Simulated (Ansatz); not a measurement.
Consider BCl$_{2}$F.

```xyz
4

B     0.0325    0.0000    0.0187
Cl    0.0097    0.0000    1.7718
Cl    1.5393    0.0000   -0.8775
F    -1.1138    0.0000   -0.6431
```

All numbers below come from RKS PBE-D4/def2-SVP in Ansatz.

**What can the converged electron density and electron localisation function tell about the bonding?**

B–F (1.32 Å): ρ is about 2.2 e/Å³ halfway; the ELF peaks at about 0.85 between the atoms (a shared but strongly polarised pair).
B–Cl (1.75 Å): ρ is about 1.3 e/Å³ halfway; the ELF peaks at about 0.90 between the atoms: a polar covalent bond.

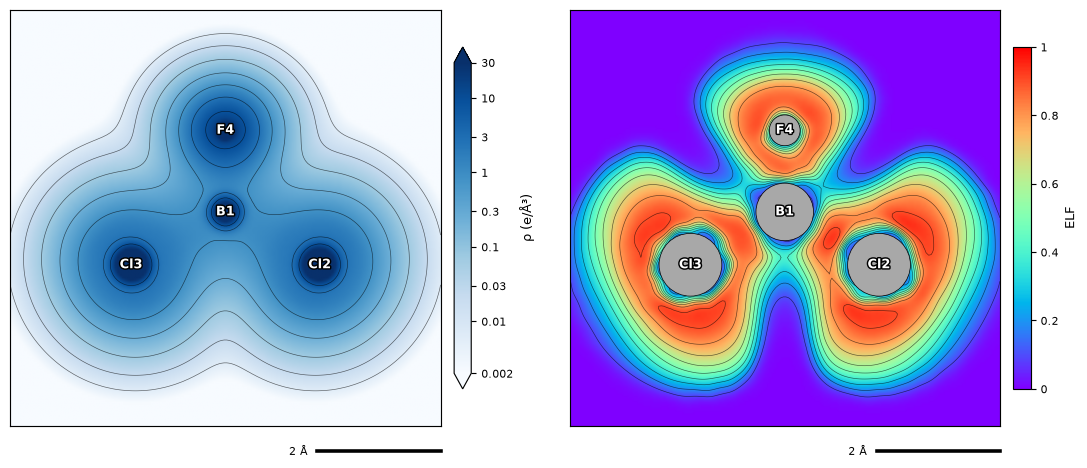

Computed electron density and electron localisation function on the molecular plane, in this order. Grey discs cover the atomic cores in the ELF map. 
